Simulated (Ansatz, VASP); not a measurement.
# Cross-check of GaN between VASP and Ansatz

One calculation is typed for both programs; each brings its own data sets and cutoff. How far apart do they land?

Main program and level: Ansatz 0.2.0; plane waves, with VASP 6.6.1 beside it; single point at PBE, dielectric response at PBE and single point at r2SCAN.

### 1. Starting point

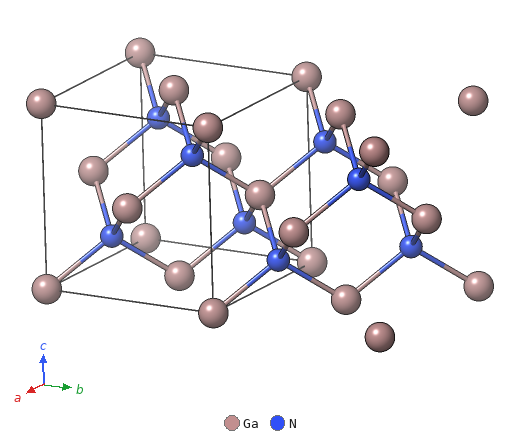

The cell as given, slightly off an axis (gallium pink, nitrogen blue). 1×2×1 cells are drawn. This picture shows the conventional cell, with its axes. Bonds to atoms that aren't drawn are left out. Some periodic images of atoms are drawn too.

### 2. Ansatz: single point, PBE

Ansatz runs on its default PAW (the set named soft_2) files.

A single point gives forces, pressure and levels at one fixed geometry, so differences don't come from the geometry; what else differs is listed under the comparison.

Contents of input.yaml:

```yaml
crystal:
  lattice:
    - [0.0, 2.2535006075, 2.2535006075]
    - [2.2535006075, 0.0, 2.2535006075]
    - [2.2535006075, 2.2535006075, 0.0]
  atoms:
    - { symbol: Ga, position: [0.0, 0.0, 0.0] }
    - { symbol: "N", position: [0.25, 0.25, 0.25] }
hamiltonian:
  xc: pbe
  pseudopotentials: { kind: paw }
kpoints:
  mp_grid: { grid: [13, 13, 13] }
scf:
  occupations: { method: gaussian, width: 0.05 }
  n_extra_bands: 4
output:
  forces: true
  stress: true
  eigenvalues: true
```

Command:

```bash
> ansatz run input.yaml --threads 2 --pin off --max-ram 4608MiB --backend cpu --events-out ev --progress --plain --runs-dir out
```

Numbers of over 12 decimals in the logs are rounded to 6 here.

Output:

```text
scf.n_extra_bands = 4 over 9 filled bands (N_el = 18.0): the run solves 13 bands
Engine: ansatz 0.2.0, aarch64-unknown-linux-gnu
Pseudopotentials: kind: paw
Pseudopotential: Ga, paw, valence charge 13, recommended cutoff 420 eV (normal), Ga.paw.azcp
Pseudopotential: N, paw, valence charge 5, recommended cutoff 420 eV (normal), N.paw.azcp
Functional definition: PBE
  parameter kappa = 0.804
  parameter beta = 0.066725
  exchange = pbe_x(kappa = kappa, mu = beta*pi^2/3)
  correlation = pbe_c(beta = beta)
Crystal: 2 atoms, lattice volume = 22.888 Å³
Basis set: ecut = 420 eV, 459 PW (Γ), exchange–correlation on 48×48×48 points (8 copies of the dense FFT grid, shifted against one another)
Bands: 13, of which v1, the nominal top of the filled ones, is band 9 counted from 1 (8 counted from 0)
Symmetry: 24 space group operations
Space group: F-43m (ITA 216), of the structure as read, at distance tolerance 2.8e-5 Å
k-points: 84 of 2197 (time reversal used)
Non-local potential: Ga, projectors of the file, l = 0: 2, l = 1: 2, l = 2: 3, l = 3: 1
Non-local potential: N, projectors of the file, l = 0: 2, l = 1: 2, l = 2: 1
PAW form: soft (Blöchl's): semilocal exchange-correlation on the pseudo side does not see the compensation charge
PAW one-centre angular grid: Ga, 590 points (default); XC on 64 Gauss nodes
PAW one-centre angular grid: N, 110 points (default); XC on 64 Gauss nodes
Initial density: superposition of atomic densities (neutral atoms: chi_scale 0, normalization atom), corrected by the library's trained network
Initial wavefunctions: pseudopotential atomic-orbital guess
Functional: x = pbe(κ = 0.804, μ = 0.219515), c = pbe(β = 0.066725)
SCF iter   1: F=—  HF=-4167.897922 eV  |F-HF|=—  |Δ(HF+E_count)|=         —  Δρ=6.29e-4  dr2=3.11e-5  ethr=1.77e-3  ⟨swp⟩=5.0  Hψ=5678  notcnv=0
preconditioner: auto → none  [insulator: Δε(μ)=1.714 eV  Ē_g=18.752 eV  σ=0.050 eV  W_gap=1.00  n_scr=8 (ndim 8)  ℏωp=32.9 eV  f_vac=0.001  D(μ)=0.00/eV (n_scr^D=0)  ε∞_Penn≈4.1]
SCF iter   2: F=—  HF=-4167.898209 eV  |F-HF|=—  |Δ(HF+E_count)|=   2.87e-4  Δρ=3.43e-4  dr2=9.68e-6  ethr=1.73e-7  ⟨swp⟩=2.8  Hψ=2624  notcnv=0
SCF iter   3: F=—  HF=-4167.898252 eV  |F-HF|=—  |Δ(HF+E_count)|=   4.30e-5  Δρ=1.21e-4  dr2=1.19e-6  ethr=5.38e-8  ⟨swp⟩=2.0  Hψ=1780  notcnv=0
SCF iter   4: F=—  HF=-4167.898258 eV  |F-HF|=—  |Δ(HF+E_count)|=   6.48e-6  Δρ=2.37e-5  dr2=9.62e-8  ethr=6.59e-9  ⟨swp⟩=2.0  Hψ=1848  notcnv=0
iter 5 did not close the SCF: its close was put off for the readings that it lacked (scf_convergence_deferred on its scf_iter line)
SCF iter   5: F=-4167.898258 eV  HF=-4167.898258 eV  |F-HF|=6.74e-9  |Δ(HF+E_count)|=   1.76e-8  Δρ=1.05e-5  dr2=9.65e-9  ethr=5.34e-10  ⟨swp⟩=2.0  Hψ=1848  notcnv=0
SCF iter   6: F=-4167.898258 eV  HF=-4167.898258 eV  |F-HF|=8.73e-11  |Δ(HF+E_count)|=   9.64e-9  Δρ=1.84e-6  dr2=3.00e-10  ethr=5.36e-11  ⟨swp⟩=1.4  Hψ=3480  notcnv=0
SCF 1 converged in 6 iterations: F = -4167.898258 eV  dr2 = 3.00e-10
  greatest PAW one-centre occupation: 0.995 electrons in one spin orbital (limit 2), on the Ga atom at site 0 (counted from 0), in its partial waves of l = 2
SCF converged after 6 iterations
Free energy (F): -4167.898258 eV
Harris-Foulkes:  -4167.898258 eV  (|F-HF|=8.73e-11)
Internal energy: -4167.898258 eV  (E = F + TS)
E sigma→0 (E₀):  -4167.898258 eV
Fermi energy:    10.508990 eV
--- Per-component energies (eV) ---
  E_band       = -5.648317
  E_kinetic    = 247.129552
  E_local      = -1949.938284  (includes V_loc(G=0)·N_el)
  E_nonlocal   = 474.307349
  E_hartree    = 897.106776
  E_xc         = -128.820328
  E_vxc        = -134.164036  (∫ρ·V_xc dr)
  E_paw        = -2120.248507  (= ΣΔE_a)
  E_vpaw       = -437.195895  (= ΣTr[D̂ρ^β])
  E_aug_tail   = 0.000139  (compensation charges beyond the density's cutoff)
  E_ewald      = -1587.434954
  E_smearing   = -0.000000  (= −TS)
  E_closure    = -0.000000  (closes the sum)
  Σ components = -4167.898258   (vs F -4167.898258, Δ=0.00e0)
--- Forces (eV/Å), atoms counted from 1 ---
  atom   1  Ga     0.00000000    -0.00000000     0.00000000
  atom   2  N     -0.00000000    -0.00000000     0.00000000
  max |Σ_I F_I| component: 3.24e-17 eV/Å
--- Stress (GPa, compression-positive) ---
        5.032480      -0.000000      -0.000000
       -0.000000       5.032480       0.000000
       -0.000000       0.000000       5.032480
  P = ⅓ Tr σ = 5.0325 GPa (50.325 kbar)
--- Band table (eV; the first three rows and the last of 84) ---
  k-point 0: bands = [... 5 lower, -3.5203, 9.6497, 9.6497, 9.6497, 11.3667, 19.9613, 19.9613, 19.9613]
  k-point 1: bands = [... 5 lower, -3.5212, 8.9184, 9.5857, 9.5857, 11.9564, 19.6435, 20.0627, 20.0627]
  k-point 2: bands = [... 5 lower, -3.5220, 7.6024, 9.4145, 9.4145, 12.8413, 19.0156, 20.2818, 20.2818]
  k-point 83: bands = [... 5 lower, -1.5832, 3.9332, 5.7739, 6.3565, 15.8436, 17.9298, 19.7640, 21.0560]
```

Wall time 1.4 s (2 threads of Arm Neoverse V1, shared host); peak memory 0.31 GiB; 2.5 s of CPU time.

Reading the cycles: dr2 is the Hartree energy of the density residual (eV), the measure of convergence; HF is the Harris–Foulkes estimate of the energy, which meets the free energy F at convergence.

The run ends at a pressure of 5.03 GPa.

### 3. VASP: single point, PBE

The same cell, functional, mesh and smearing now go to VASP, with its own data sets and cutoff.

Lines of VASP's logs that name or quote its potential files are left out, and so is its time.

Contents of INCAR:

```
SYSTEM = GaN
PREC = Accurate
ENCUT = 520
EDIFF = 1E-07
NELM = 100
ISMEAR = 0
SIGMA = 0.05
LREAL = .FALSE.
ALGO = Normal
GGA = PE
NBANDS = 24
LWAVE = .FALSE.
LCHARG = .FALSE.
KPAR = 4
LOPTICS = .TRUE.
NEDOS = 2000
CSHIFT = 0.1
```

Contents of POSCAR:

```
GaN
1.0
    0.0000000000      2.2535006075      2.2535006075
    2.2535006075      0.0000000000      2.2535006075
    2.2535006075      2.2535006075      0.0000000000
Ga N
1 1
Direct
    0.0000000000      0.0000000000      0.0000000000
    0.2500000000      0.2500000000      0.2500000000
```

Contents of KPOINTS:

```
Automatic mesh
0
Gamma
13 13 13
0 0 0
```

Potentials, in the order of the species: Ga_d and N (PBE family, release 64).

Command:

```bash
> mpirun -np 4 vasp_std
```

Output:

```text
[banner, memory and clock lines left out]
running    4 mpi-ranks, on    1 nodes
 distrk:  each k-point on    1 cores,    4 groups
 distr:  one band on    1 cores,    1 groups

 POSCAR found type information on POSCAR GaN
 POSCAR found :  2 types and       2 ions
 LDA part: xc-table for (Slater+PW92), standard interpolation
 POSCAR, INCAR and KPOINTS ok, starting setup
 FFT: planning ... GRIDC
 FFT: planning ... GRID_SOFT
 FFT: planning ... GRID
 WAVECAR not read
 entering main loop
       N       E                     dE             d eps       ncg     rms          rms(c)
DAV:   1     0.107043697809E+03    0.10704E+03   -0.80427E+03  5000   0.135E+03
DAV:   2    -0.441768701403E+01   -0.11146E+03   -0.10131E+03  4432   0.319E+02
DAV:   3    -0.140251183286E+02   -0.96074E+01   -0.95287E+01  4784   0.639E+01
DAV:   4    -0.141429609248E+02   -0.11784E+00   -0.11782E+00  4552   0.756E+00
DAV:   5    -0.141437909205E+02   -0.83000E-03   -0.82999E-03  5056   0.612E-01    0.772E+00
DAV:   6    -0.121441423932E+02    0.19996E+01   -0.28478E+00  6504   0.264E+01    0.272E+00
DAV:   7    -0.121478000123E+02   -0.36576E-02   -0.26040E-01  4464   0.421E+00    0.175E+00
DAV:   8    -0.121421958469E+02    0.56042E-02   -0.42803E-02  4760   0.165E+00    0.721E-01
DAV:   9    -0.121393025804E+02    0.28933E-02   -0.49948E-03  5088   0.129E+00    0.207E-01
DAV:  10    -0.121396361603E+02   -0.33358E-03   -0.80333E-04  4664   0.207E-01    0.126E-01
DAV:  11    -0.121396127248E+02    0.23435E-04   -0.46012E-05  5440   0.669E-02    0.221E-02
DAV:  12    -0.121396126546E+02    0.70248E-07   -0.55762E-06  4752   0.162E-02    0.535E-03
DAV:  13    -0.121396124934E+02    0.16123E-06   -0.39078E-07  5184   0.120E-02    0.593E-04
DAV:  14    -0.121396124774E+02    0.15993E-07   -0.54922E-08  2904   0.147E-03
   1 F= -.12139612E+02 E0= -.12139612E+02  d E =-.352415E-11
 optical routines
 imaginary and real dielectric function
 recalculating local potential from charge density
 direction            1
 direction            2
 direction            3
```

From OUTCAR (step 3):

```text
ion  position               nearest neighbor table
   1  0.000  0.000  0.000-   2 1.95   2 1.95   2 1.95   2 1.95
   2  0.250  0.250  0.250-   1 1.95   1 1.95   1 1.95   1 1.95

  LATTYP: Found a face centered cubic cell.
 ALAT       =     4.5070012150

 Subroutine GETGRP returns: Found 24 space group operations
 (whereof 24 operations were pure point group operations)

The static configuration has the point symmetry T_d .

 Found     84 irreducible k-points:

   k-points           NKPTS =     84   k-points in BZ     NKDIM =     84   number of bands    NBANDS=     24

   dimension x,y,z NGX =    24 NGY =   24 NGZ =   24
   dimension x,y,z NGXF=    48 NGYF=   48 NGZF=   48

   ENCUT  =  520.0 eV  38.22 Ry    6.18 a.u.   5.93  5.93  5.93*2*pi/ulx,y,z

   NELECT =      18.0000    total number of electrons

 k-points in reciprocal lattice and weights: Automatic mesh
   0.00000000  0.00000000  0.00000000       0.000
   0.07692308  0.00000000  0.00000000       0.004
   0.15384615  0.00000000  0.00000000       0.004
   0.23076923  0.00000000  0.00000000       0.004
   0.30769231  0.00000000  0.00000000       0.004
   0.38461538  0.00000000  0.00000000       0.004
   0.46153846  0.00000000  0.00000000       0.004
   0.07692308  0.07692308  0.00000000       0.003
   0.15384615  0.07692308  0.00000000       0.011
[...]
-0.30769231  0.46153846  0.15384615       0.011
  -0.30769231  0.46153846  0.23076923       0.011

 average (electrostatic) potential at core
       1 -63.5201       2 -62.0806

 E-fermi :   5.4812

 k-point     1 :       0.0000    0.0000    0.0000
  band No.  band energies     occupation
    ...
      5      -7.8435      2.00000
      6      -7.8435      2.00000
      7       5.2799      2.00000
      8       5.2799      2.00000
      9       5.2799      2.00000
     10       7.0031      0.00000
     11      15.5763      0.00000
     12      15.5763      0.00000
     13      15.5763      0.00000
     14      22.8852      0.00000
    ...

 k-point     2 :       0.0769    0.0000    0.0000
  band No.  band energies     occupation
    ...
      5      -7.8444      2.00000
      6      -7.8444      2.00000
      7       4.5488      2.00000
      8       5.2156      2.00000
      9       5.2156      2.00000
     10       7.5915      0.00000
     11      15.2598      0.00000
     12      15.6780      0.00000
     13      15.6780      0.00000
     14      23.0228      0.00000
    ...

 k-point     3 :       0.1538    0.0000    0.0000
  band No.  band energies     occupation
    ...
      5      -7.8451      2.00000
      6      -7.8451      2.00000
      7       3.2339      2.00000
      8       5.0443      2.00000
      9       5.0443      2.00000
     10       8.4759      0.00000
     11      14.6352      0.00000
     12      15.8984      0.00000
     13      15.8984      0.00000
     14      22.2281      0.00000
    ...

  Total        0.7196855      0.7196855      0.7196855      0.0000000      0.0000000      0.0000000
  in kB       50.3790867     50.3790867     50.3790867      0.0000000      0.0000000      0.0000000
  external PRESSURE =      50.3790867 kB  Pullay stress =       0.0000000 kB

  energy-cutoff  :      520.00
  volume of cell :       22.89
      direct lattice vectors                 reciprocal lattice vectors
     0.000000000  2.253500607  2.253500607    -0.221877020  0.221877020  0.221877020
     2.253500607  0.000000000  2.253500607     0.221877020 -0.221877020  0.221877020
     2.253500607  2.253500607  0.000000000     0.221877020  0.221877020 -0.221877020

 POSITION                                       TOTAL-FORCE (eV/Angst)
 -----------------------------------------------------------------------------------
      0.00000      0.00000      0.00000        -0.000000      0.000000     -0.000000
      1.12675      1.12675      1.12675         0.000000     -0.000000      0.000000
 -----------------------------------------------------------------------------------
    total drift:                                0.000002      0.000002      0.000001

  FREE ENERGIE OF THE ION-ELECTRON SYSTEM (eV)
  ---------------------------------------------------
  free  energy   TOTEN  =       -12.1396124774 eV

  energy  without entropy=      -12.1396124774  energy(sigma->0) =      -12.13961248

 plasma frequency squared (from intraband transitions) (eV^2)
  --------------------------------------------------------------------------------------
       0.000      -0.000       0.000
      -0.000       0.000      -0.000
      -0.000      -0.000       0.000

[... 3 further parts left out ...]
```

### 4. Differences

Known differences besides the PAW data sets themselves: the cutoff is 420 eV in Ansatz and 520 eV in VASP; VASP leaves aspherical gradient terms in its spheres out (LASPH is not set), Ansatz keeps them. Total energies have different zeros and are not compared.

The two programs side by side:

```csv
quantity,Ansatz,VASP,difference
pressure (GPa),5.03,5.04,-0.01
gap on the k mesh (eV),1.717,1.723,-0.006
```

Ansatz's pressure holds a Pulay correction of 0.51 GPa; VASP's holds none.

### 5. Ansatz: dielectric response, PBE

The response to a field tests empty states and converges slowly with the mesh.

input.yaml, the sections that differ from step 2:

```yaml
scf:
  occupations: { method: fixed }
dielectric:
  method: response
# crystal, hamiltonian, kpoints: as in step 2
# output: removed
```

Command:

```bash
> ansatz run input.yaml --threads 2 --pin off --max-ram 4608MiB --backend cpu --events-out ev --progress --plain --runs-dir out
```

Output:

```text
[...]
Crystal: 2 atoms, lattice volume = 22.888 Å³
Basis set: ecut = 420 eV, 459 PW (Γ), exchange–correlation on 48×48×48 points (8 copies of the dense FFT grid, shifted against one another)
Bands: 13, of which v1, the nominal top of the filled ones, is band 9 counted from 1 (8 counted from 0)
Symmetry: 24 space group operations
k-points: 343 of 2197 (irreducible under 4 space group operations, time reversal used)
[...]
site 0:
         2.67152   -0.00000    0.00000
         0.00000    2.67152    0.00000
         0.00000    0.00000    2.67152
    site 1:
        -2.67152    0.00000   -0.00000
        -0.00000   -2.67152   -0.00000
        -0.00000   -0.00000   -2.67152
  Z* charge neutrality: 5.067e-4 e pre-enforcement
  solved inside a basis spanned on kpoints, on 14×14×14 k-points, its susceptibility summed on 18×18×18: ε∞ is read to err by 1.6e-2, Z* by 1.4e-2 e (field_mesh: kpoints solves on kpoints); Z* is corrected for what the basis lacks
[key lines of the parts left out:]
SCF converged after 8 iterations
Free energy (F): -4167.898258 eV
Fermi energy:    9.649711 eV
```

Run time: 47 s. Hardware: 2 threads; peak memory 0.74 GiB.

### 6. VASP: dielectric response, PBE

The same cell, functional and mesh now go to VASP, with its own data sets and cutoff.

Contents of INCAR:

```
SYSTEM = GaN
PREC = Accurate
ENCUT = 520
EDIFF = 1E-08
NELM = 100
ISMEAR = 0
SIGMA = 0.01
LREAL = .FALSE.
ALGO = Normal
GGA = PE
NBANDS = 15
LWAVE = .FALSE.
LCHARG = .FALSE.
KPAR = 4
LEPSILON = .TRUE.
```

POSCAR is that of step 3.

KPOINTS is that of step 3.

Command:

```bash
> mpirun -np 4 vasp_std
```

Output:

```text
[... set-up lines as in an earlier step ...]
 entering main loop
       N       E                     dE             d eps       ncg     rms          rms(c)
DAV:   1     0.855746802488E+02    0.85575E+02   -0.95524E+03  2735   0.216E+03
DAV:   2    -0.793070224457E+01   -0.93505E+02   -0.87741E+02  2906   0.342E+02
DAV:   3    -0.140622258533E+02   -0.61315E+01   -0.61032E+01  2730   0.758E+01
DAV:   4    -0.141426901660E+02   -0.80464E-01   -0.80447E-01  3262   0.937E+00
[...]
DAV:  13    -0.121396125450E+02    0.20653E-06   -0.98873E-07  3298   0.111E-02    0.256E-03
DAV:  14    -0.121396124814E+02    0.63674E-07   -0.52996E-08  3198   0.241E-03    0.431E-04
DAV:  15    -0.121396124793E+02    0.21096E-08   -0.35569E-09  2268   0.561E-04
   1 F= -.12139612E+02 E0= -.12139612E+02  d E =-.717612E-21
 Linear response reoptimize wavefunctions to high precision
DAV:   1    -0.121396124877E+02   -0.83924E-08   -0.33190E-10  2016   0.338E-04
DAV:   2    -0.121396124876E+02    0.18190E-10   -0.11628E-10  1673   0.110E-04
 Linear response G [H, r] |phi>, progress :
  Direction:   1
[...]
RMM:  11    -0.335121617708E+00    0.10380E-05   -0.10540E-07 19027   0.161E-04    0.161E-05
RMM:  12    -0.335121863243E+00   -0.24553E-06   -0.11514E-08 10960   0.801E-05    0.362E-06
 change of polarisation eV/A/(eV/A) component  2 :     0.094     0.622     0.063
 dielectric tensor                  component  2 :     0.745     5.920     0.499
 Linear response to external field, progress :
  Direction:   3
       N       E                     dE             d eps       ncg     rms          rms(c)
RMM:   1    -0.506493916658E-01   -0.50649E-01    0.16869E+00 11123   0.733E+00
RMM:   2    -0.318581796399E+00   -0.26793E+00   -0.31413E-02 21233   0.150E+00    0.869E-01
RMM:   3    -0.317531475224E+00    0.10503E-02   -0.44066E-03 20897   0.551E-01    0.510E-01
RMM:   4    -0.333907359503E+00   -0.16376E-01   -0.40467E-03 20653   0.573E-01    0.429E-02
[...]
RMM:  10    -0.335122415934E+00    0.13234E-05   -0.16013E-07 21346   0.459E-04    0.617E-05
RMM:  11    -0.335121549936E+00    0.86600E-06   -0.66300E-08 18940   0.158E-04    0.155E-05
RMM:  12    -0.335121803884E+00   -0.25395E-06    0.92019E-09  9998   0.754E-05    0.260E-06
 change of polarisation eV/A/(eV/A) component  3 :     0.077     0.110     0.622
 dielectric tensor                  component  3 :     0.605     0.870     5.920
 Born effective charges drift removed
```

Parts of OUTCAR (step 6):

```text
  Total        0.7199246      0.7199246      0.7199246      0.0000000      0.0000000     -0.0000000
  in kB       50.3958223     50.3958223     50.3958223      0.0000000      0.0000000     -0.0000000
  external PRESSURE =      50.3958223 kB  Pullay stress =       0.0000000 kB

 POSITION                                       TOTAL-FORCE (eV/Angst)
 -----------------------------------------------------------------------------------
      0.00000      0.00000      0.00000        -0.000000     -0.000000     -0.000000
      1.12675      1.12675      1.12675         0.000000      0.000000      0.000000
 -----------------------------------------------------------------------------------
    total drift:                                0.000002      0.000002      0.000001

 MACROSCOPIC STATIC DIELECTRIC TENSOR (including local field effects in DFT)
 ------------------------------------------------------
           5.919787    -0.000000     0.000000
           0.000000     5.919787     0.000000
          -0.000000     0.000000     5.919787
 ------------------------------------------------------

[... 1 part as in an earlier step ...]

[... 1 further part left out ...]
```

### 7. Comparison

What differs besides the data sets and the points named for the pairs above, as far as they apply: VASP's response is taken on the typed mesh, Ansatz refines its own for the field response alone. Total energies have different zeros and are not compared.

Both answers:

| quantity | Ansatz | VASP | difference |
| --- | --- | --- | --- |
| ε∞ xx | 5.97 | 5.92 | +0.77 % |
| ε∞ yy | 5.97 | 5.92 | +0.77 % |
| ε∞ zz | 5.97 | 5.92 | +0.77 % |
| Born charge of Ga1 (mean of the diagonal) (e) | 2.67 | 2.66 | +0.01 |
| Born charge of N2 (mean of the diagonal) (e) | -2.67 | -2.66 | -0.01 |

(Continued in part 2 of 2.)

[Lines on the potential files, build, host, timing and source positions are cut from VASP's logs without a mark.]

[Logs are printed without paths, hosts, clocks, repeated set-up lines and the standing remarks that a program may print on its own settings, such as how far it seeks lower states.]

[Hosts, paths, dates, database ids (printed as entryN), source tags and the programs' standing remarks are cut or masked in the printed files.]
